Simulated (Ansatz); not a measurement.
# Depolarisation of Ba on Al(111): the Topping model put to the test

In Topping's model the dipole per adsorbate falls as μ = μ₀/(1 + 9αn^(3/2)), with n the density and α a polarisability, so 1/μ is a straight line in n^(3/2).

**Method.** Ansatz 0.2.0, plane waves with PAW datasets (its set soft_2), RPBE; 4 layers at the tabulated experimental lattice constant with the lower two held, adsorbates relaxed from the bridge site, dipole correction. μ is the change of the cell's dipole per adsorbate, positive end outwards.

```
      run  n^(3/2) (nm⁻³)  1/μ (1/D)
0.0625 ML            0.83      0.207
 0.111 ML            1.96          ?
  0.25 ML            6.60      0.721
```

Q: Estimate the withheld value from the rows shown.

Two rows fix a line: slope = (0.721 − 0.207) / (6.60 − 0.83) = 0.08908, intercept 0.13307. The intercept gives μ₀ = 1/0.1331 = 7.51 D, and slope over intercept 9α = 0.669 nm³, or α = 74 Å³, an effective value that holds the metal's image. At 1.96 it gives 0.08908 × 1.96 + 0.13307 = 0.308 1/D. Rounding of the rows alone allows about ±0.001 1/D there; two rows can't show whether the line holds.

The run itself gives 0.270 1/D: a miss of −0.038 1/D, or 14.1 % of the value. In dipoles that is 3.25 D predicted against 3.71 D found. A miss this large means that the model doesn't hold over this range, and μ₀ and α above are fit values without physical meaning.

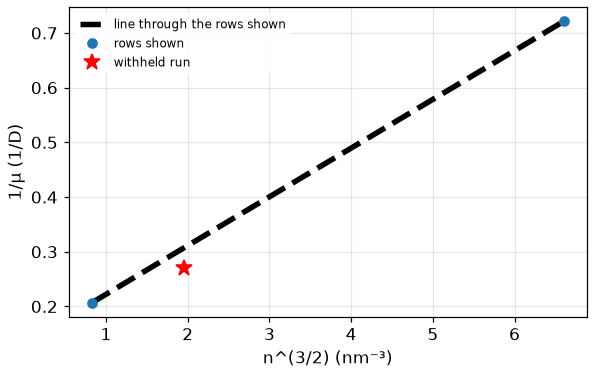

The fit and the withheld run.

**Limits.** Heights and bonding change with coverage, which the model leaves out; its factor is about 9 for square and hexagonal arrays and differs for rectangular ones and rows; and slabs this thin add errors of their own. The test is put only to electropositive adsorbates whose dipole falls by a fifth or more between the two rows shown.

[Logs are printed without paths, hosts, clocks, repeated set-up lines and the standing remarks that a program may print on its own settings, such as how far it seeks lower states.]
